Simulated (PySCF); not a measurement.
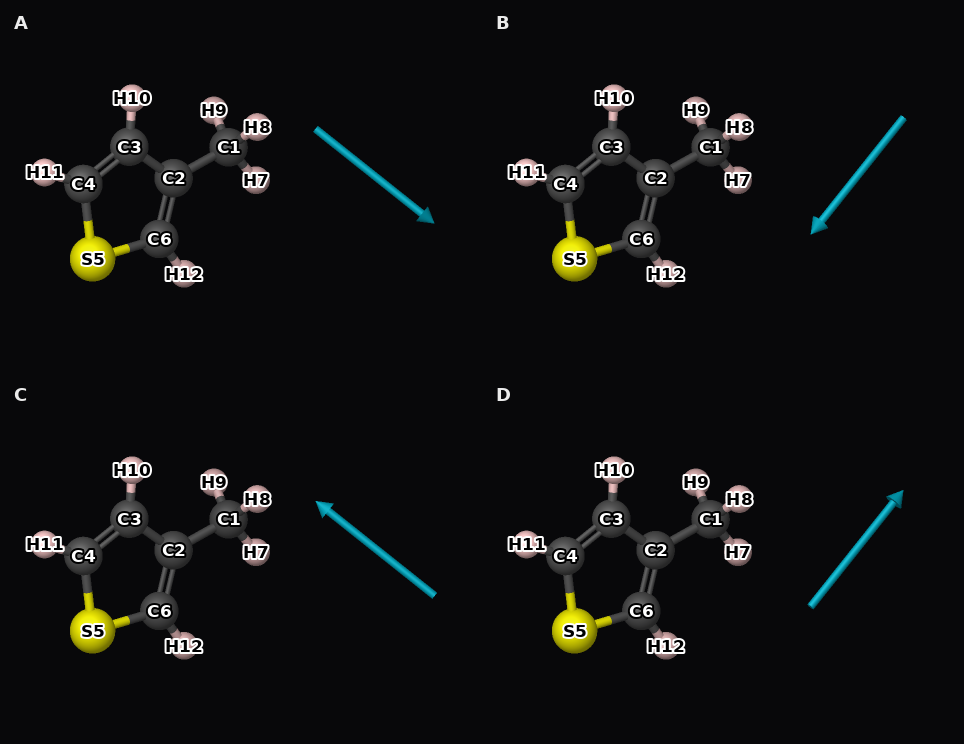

The same molecule four times, each with an arrow. The computed structure is the end point of a GFN2-xTB optimisation. No frequency run is at hand to confirm it as a minimum. Method: PBE0/def2-SVPD, gas phase (PySCF 2.14.0).

> Which arrow points along the dipole moment, from the negative to the positive end?

D. The dipole moment is 1.00 D; it points from the side of S5 to the side of H8, H9 (the outermost atoms at the two ends).
